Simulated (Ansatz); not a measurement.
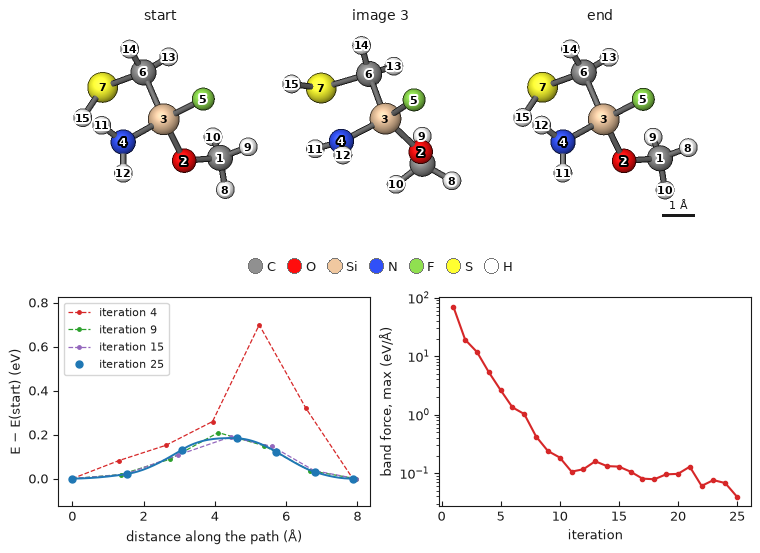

NEB run on C$_{2}$H$_{8}$FNOSSi. Images are numbered from 0 (start) to 6 (end). The plot follows the band through its iterations. A ball-and-stick model, seen from a free direction.

Computed with Ansatz, RKS BLYP/6-31G. Set-up: 5 movable images; climbing image; force threshold 0.05 eV/Å; iteration limit 36; starting path through a guess of the saddle point.

> Did the band converge, and can the barrier be trusted?

The result is final at these settings. The band converged in 25 iterations. The largest component of the band force went from 70 to 0.039 eV/Å. The climbing image converged on the top of the path. Its vibrational analysis gives one imaginary mode (77i cm⁻¹), as a transition state must have. The first iteration put the highest image at 19.367 eV. The barrier is about 0.183 eV in both directions, with image 3 at the top; the ends have the same energy.

Limits of the set-up: the basis has no polarisation functions, which atoms past neon need.
